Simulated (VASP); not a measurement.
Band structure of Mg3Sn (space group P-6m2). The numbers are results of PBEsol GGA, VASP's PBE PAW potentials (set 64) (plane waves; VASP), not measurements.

Unless said otherwise, spin-orbit coupling is left out, though it shifts the bands of the heavy elements here.

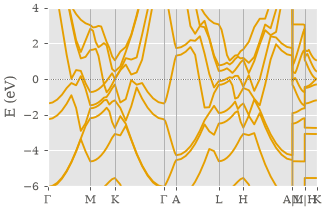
Bands along high-symmetry lines, zero at the valence-band maximum or, without a gap, the Fermi level

**Question.** Read the plot: is there a gap, and where are the band edges?

**Answer.** It has no gap at this level: it comes out as a metal or semimetal. (Edges off the drawn lines would not show.)

The structure comes from a computed database's Mg3Sn entry (P-6m2); how it stands against other phases isn't given here. It was relaxed first.
